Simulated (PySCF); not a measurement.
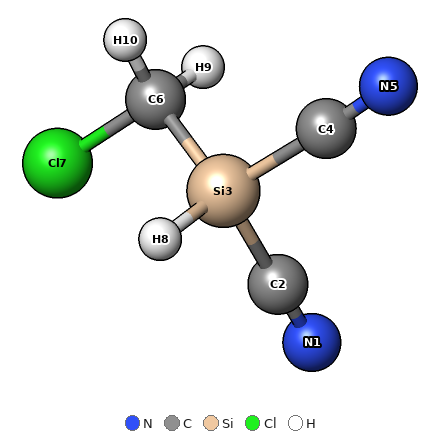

C₃H₃ClN₂Si, SMILES N#C[SiH](C#N)CCl. Vertical core-electron binding energies by ΔSCF (SCAN, pcX-2 on the ionised atom, pcseg-1 elsewhere, none; PySCF, at a PBE0-D3(BJ)/def2-SVP geometry (no frequency check)), gas phase, against the vacuum level. One atom of each kind was ionised; within a panel, areas follow the number of like atoms and 2j + 1 (2p levels are split by first-order spin-orbit coupling, an approximation), each panel is scaled alone, Gaussians of 0.8 eV full width. Only the regions named are shown. Lines closer than the width merge in the curve.

Question: Predict the Cl 2p and C 1s photoelectron lines.

Answer:
```tsv
level	atoms	binding energy (eV)
Cl 2p1/2	Cl7	208.5
Cl 2p3/2	Cl7	206.9
C 1s	C6	292.8
C 1s	C2, C4	292.4
```

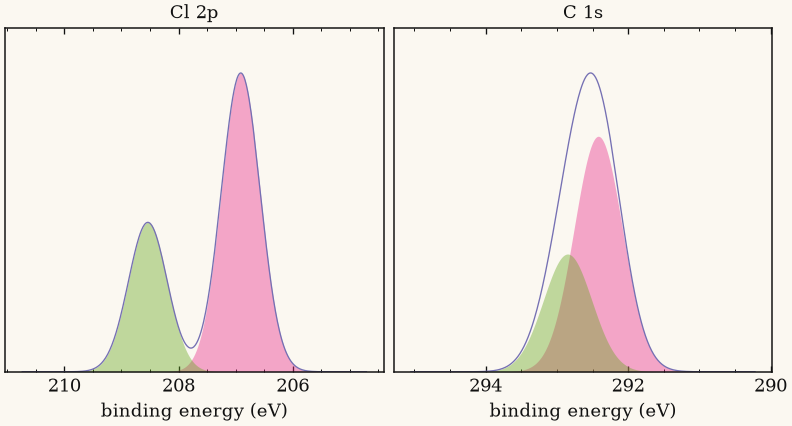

Note: one conformer of a flexible molecule.
